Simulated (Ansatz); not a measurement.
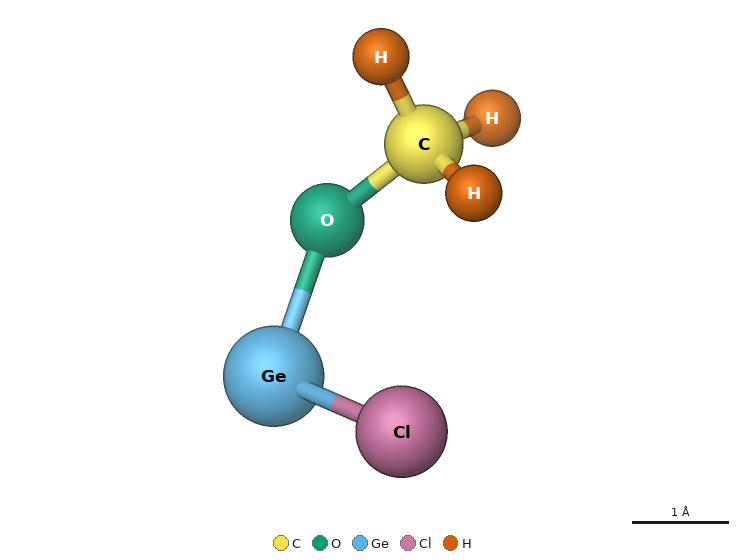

Every bond is drawn as one stick, whatever its order.

Computed geometry: PBE0-D4/def2-TZVP optimisation.

Description:

The molecule is CH3ClGeO. Its SMILES string is `C[O][Ge][Cl]`. The point group is Cs. Coordination: 1 C tetrahedral; 1 O bent; 1 Ge bent.

More results for the same structure follow; atom numbers are the same in all pictures, views and colours differ.

### Geometry

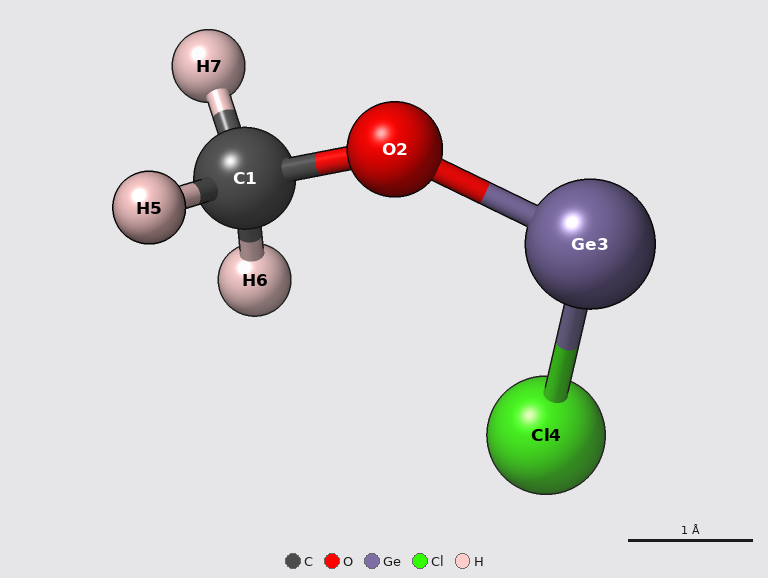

Atoms carry their numbers in the input.

List the bonds and their lengths.

| bond | length (Å) |
| --- | --- |
| C1–O2 | 1.410 |
| C1–H5 | 1.093 |
| C1–H6 | 1.093 |
| C1–H7 | 1.093 |
| O2–Ge3 | 1.762 |
| Ge3–Cl4 | 2.215 |

### Electronic properties

Method: RKS B3LYP-D4/def2-TZVPP (Ansatz 0.2.0).

Question: Estimate the HOMO–LUMO gap.

Answer: 5.34 eV.

Question: Estimate the dispersion correction.

Answer: −25.5 kJ/mol.

Question: Give the dipole moment at this level.

Answer: 1.24 D.

Question: Give the HOMO energy (Kohn–Sham orbital) at this level.

Answer: −7.76 eV.

### Charges

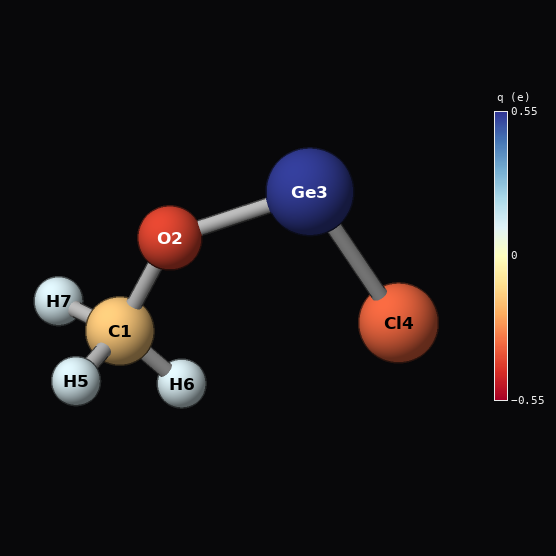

Atoms are coloured by their Mulliken charges. Level of theory: RKS ωB97M-V/def2-TZVPP (Ansatz 0.2.0).

List the Mulliken charges.

```
atom  value (e)
  C1      −0.16
  O2      −0.40
 Ge3       0.54
 Cl4      −0.34
  H5       0.12
  H6       0.12
  H7       0.12
```

### Vibrations

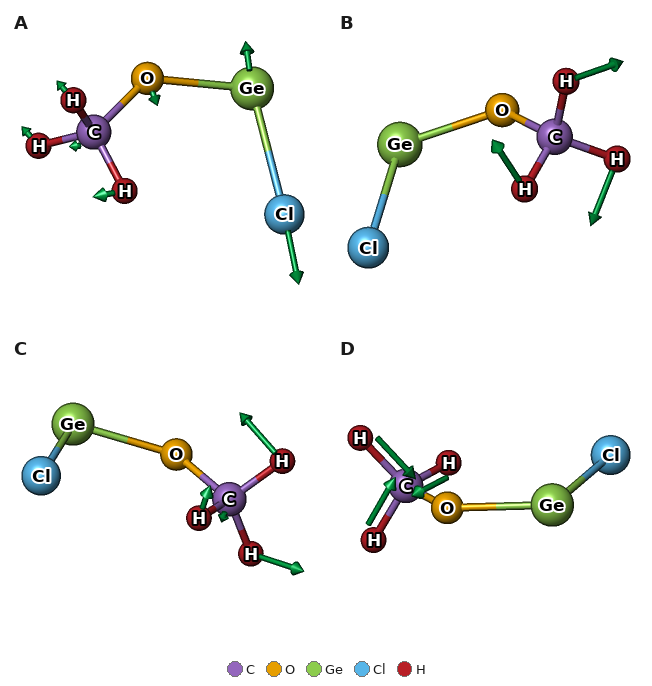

4 normal modes of one molecule or complex, as arrows. Harmonic vibrations computed with RKS PBE0-D4/def2-TZVP (Ansatz 0.2.0) at a stationary point of the same level.

Question: Match the panels to the wavenumbers 64 cm⁻¹, 375 cm⁻¹, 1173 cm⁻¹, 3035 cm⁻¹.

Answer: A: 375 cm⁻¹, Ge–Cl stretching
B: 64 cm⁻¹, a torsion or out-of-plane motion in which bond lengths and bond angles hardly change
C: 1173 cm⁻¹, H–C–O bending
D: 3035 cm⁻¹, in-phase stretching of 3 C–H bonds

Mulliken values depend strongly on the basis set and can even reverse the polarity of a bond.
